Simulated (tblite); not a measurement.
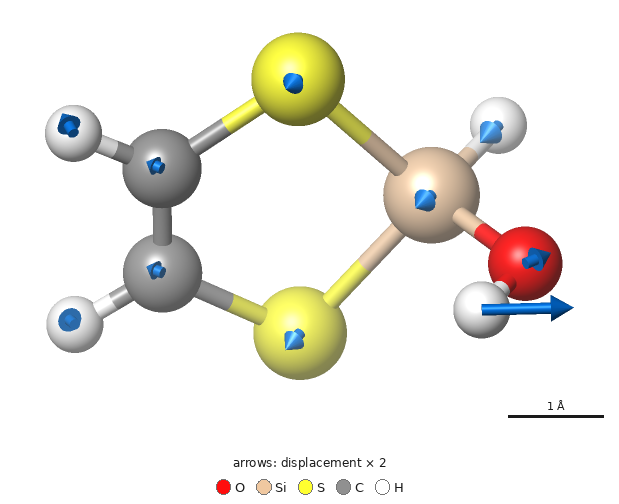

A relaxation of C$_{2}$H$_{4}$OS$_{2}$Si. The starting structure is drawn; blue arrows show the displacements, 2 times their true length. The two geometries are superimposed by the best rigid fit.

A ball-and-stick model, seen at a tilt.

Computed with GFN2-xTB geometry optimisation, gas phase in tblite. 

### Which element moves most?

Hydrogen: up to 0.49 Å, against 0.17 Å for oxygen.

### What did the optimiser do to the structure, and how much energy did it gain?

The largest move after the best rigid fit is that of an H atom, 0.49 Å. By element the largest moves are H 0.49 Å, O 0.17 Å, Si 0.16 Å, S 0.15 Å, C 0.11 Å. Some distances before and after: O–Si 1.642 → 1.612 Å, H–Si 1.469 → 1.444 Å, S–Si 2.129 → 2.150 Å, C–H 1.095 → 1.076 Å. Among the angles between lasting bonds that change: O–Si–H 114.4° → 102.9°, Si–O–H 114.9° → 125.0°, O–Si–S 107.6° → 114.7°. The energy falls by 3.76 kcal/mol in 39 geometry steps.
